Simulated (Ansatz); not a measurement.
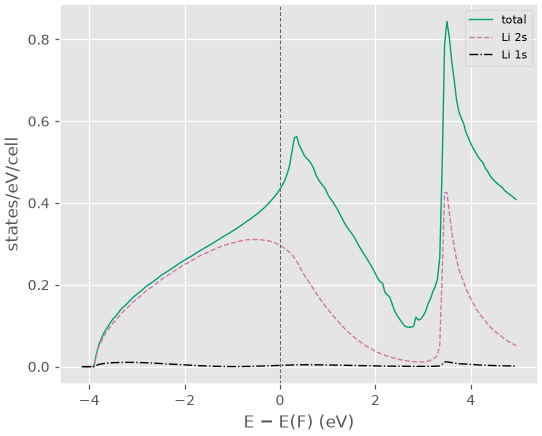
Total and projected density of states of Li (bcc (W type), space group No. 229), the program Ansatz at the r²SCAN level (PAW)

### Question
Which orbitals carry the states next to the Fermi level?

### Answer
Within 0.5 eV of the Fermi level: Li 2s 63 %, outside the projected shells 36 %. Projections are on Löwdin-orthogonalised atomic valence shells; empty p or d shells of many metals are not among them.

Space group Im-3m (bcc (W type)). Symmetry was held in the r²SCAN relaxation.

Potentials: the earlier of the program's two PAW sets.
